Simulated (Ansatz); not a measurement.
**C2H4BClO: how energies converge with the basis set**

How large a basis does C2H4BClO need? Two functionals are run in growing sets.

The runs use Ansatz 0.2.0, Gaussian basis; one geometry, several basis sets.

Levels to be run: PBE0-D4/def2-SVP; ωB97M-V/def2-SVP; PBE0-D4/def2-QZVPP; ωB97M-V/def2-QZVPP; the functionals' def2-TZVPP values are taken from earlier runs.

## 1. Structure used throughout

The geometry comes from an earlier relaxation with PBE0-D4 in a triple-zeta def2 set; it is a stationary point, not always the lowest conformer.

SMILES `ClC1CBO1`, 9 atoms, charge 0, spin multiplicity 1.

Atoms are counted from 1 here; the program's logs count them from 0.

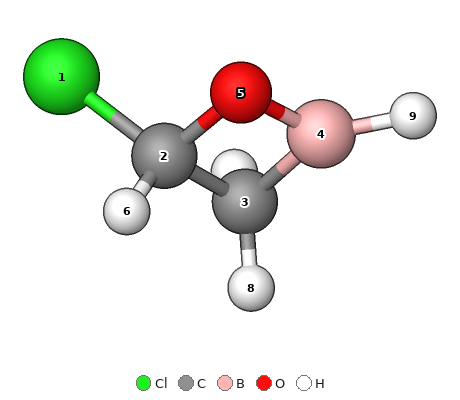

The structure; chlorine green, carbon grey, boron pink, oxygen red, hydrogen white; atoms are numbered from 1 in the order of the file.

## 2. PBE0-D4 in def2-SVP

in.yaml

```yaml
crystal:
  periodic: [false, false, false]
  atoms:
    - {symbol: Cl, position_ang: [-1.971145, -0.933532, 0.931444]}
    - {symbol: C, position_ang: [-0.871083, 0.121361, 0.030995]}
    - {symbol: C, position_ang: [0.550954, 0.254658, 0.573893]}
    - {symbol: B, position_ang: [0.857101, -0.325333, -0.860392]}
    - {symbol: O, position_ang: [-0.461646, -0.476262, -1.205952]}
    - {symbol: H, position_ang: [-1.413603, 1.046307, -0.159512]}
    - {symbol: H, position_ang: [0.757027, -0.415099, 1.408496]}
    - {symbol: H, position_ang: [0.863477, 1.265604, 0.834462]}
    - {symbol: H, position_ang: [1.777418, -0.584104, -1.570535]}
basis:
  gaussian: {orbitals: def2-SVP}
hamiltonian: {xc: pbe0, dispersion: d4}
output: {orbitals: {seedname: orbitals}}
```

Command:

```console
ansatz run in.yaml --threads 2 --pin off --events-out ev --progress --plain --max-ram 4352MiB
```

The runs that follow: ωB97M-V in def2-SVP; PBE0-D4 in def2-QZVPP; ωB97M-V in def2-QZVPP.

Before running them: what should the planned runs give, taken together? Wanted: PBE0-D4: double and triple zeta above quadruple; ωB97M-V: double and triple zeta above quadruple.

The runs gave:

| quantity | value |
| --- | --- |
| PBE0-D4: double and triple zeta above quadruple | 10.44, 0.64 eV |
| ωB97M-V: double and triple zeta above quadruple | 10.56, 0.61 eV |

What this shows: For PBE0-D4 the step from double to triple zeta gains 9.80 eV and the next only 0.64 eV. These are total energies; as a rule much of such shifts cancels in differences, which this series doesn't test. The LUMO of ωB97M-V is positive and keeps falling with the basis (1.72 to 1.14 eV): an unbound level that the basis holds in place.
